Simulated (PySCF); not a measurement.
# C$_{2}$HF$_{2}$Si (charge +1): single-point calculation

C$_{2}$HF$_{2}$Si, charge +1, computed with SCS-MP2/def2-SVPD, RHF (PySCF 2.14.0).

The geometry is that of the parent species in another charge or spin state. The geometry comes from this level: PBE0-D4/def2-TZVP.

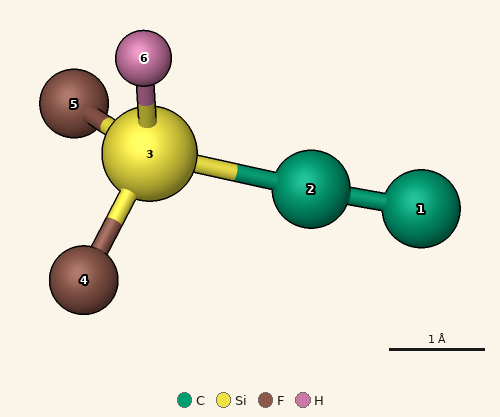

Fig. 1: The input geometry (ball-and-stick view, seen at a tilt; atoms are numbered from 1 in the order of the input).

### Results in brief

```tsv
quantity	value
outcome	converged
total energy	−563.974945 hartree
SCF energy	−563.275687 hartree
correlation energy	−0.699257 hartree
basis functions	118
HOMO of the SCF reference	−19.85 eV
LUMO of the SCF reference	−12.03 eV
hardware	1 thread of Arm Neoverse V1, 24 GiB of memory available, shared host
wall time	5.7 s
peak memory	0.38 GiB
```

### Remarks

Further notes kept with the run: dipole of an ion depends on the origin.

### The input (run.py)
```python
from pyscf import gto, mp

mol = gto.M(
    atom='''
C    0.858400  -2.085100   1.052200
C    0.445300  -1.082600   0.512900
Si  -0.183000   0.459200  -0.201300
F   -1.479900   0.138200  -1.044000
F    0.904100   1.043400  -1.187100
H   -0.502800   1.463000   0.821300
''',
    verbose=3,
    basis='def2-svpd',
    spin=0,
    max_memory=1860,
    charge=1,
)

hf = mol.RHF()
hf.conv_tol = 1e-10
hf.kernel()
if not hf.converged:
    hf = hf.newton().run(hf.mo_coeff, hf.mo_occ)

pt = mp.MP2(hf, frozen=9).run()
etot = hf.e_tot + 1.2 * pt.e_corr_os + pt.e_corr_ss / 3
print('Final energy', etot)
```

Launch command:
```bash
OMP_NUM_THREADS=1 python run.py
```

### The program's output
```
[file] SyntaxWarning: invalid escape sequence '\W'
  S = {(paw_set(r)[0], bool(re.search(r"spin_orbit\W+true|paw_fr", str((r.get("files") or {}).get("input") or "")) or re.search("(?i)spin.orbit\W+(value\W+)?(true|yes)|value\W+spin-orbit", json.dumps(r.get("inputs"), default=str)))) for r in records}
converged SCF energy = -563.275687438713
E(RMP2) = -563.993303406239  E_corr = -0.717615967526
E(SCS-RMP2) = -563.974944712509  E_corr = -0.6992572737962
Final energy -563.9749447125089
```

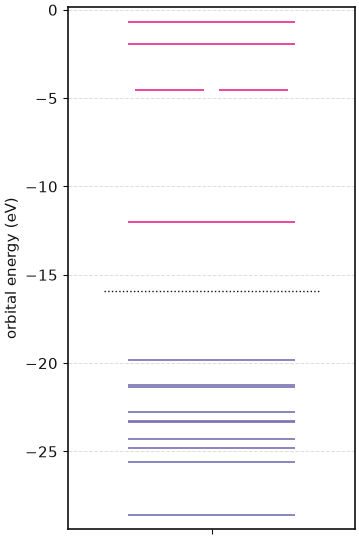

Fig. 2: Orbital energies near the frontier (SCF reference); the dotted line parts filled from empty levels, and levels within 0.02 eV of each other stand side by side. Highest filled −19.85 eV, lowest empty −12.03 eV, 7.82 eV apart.
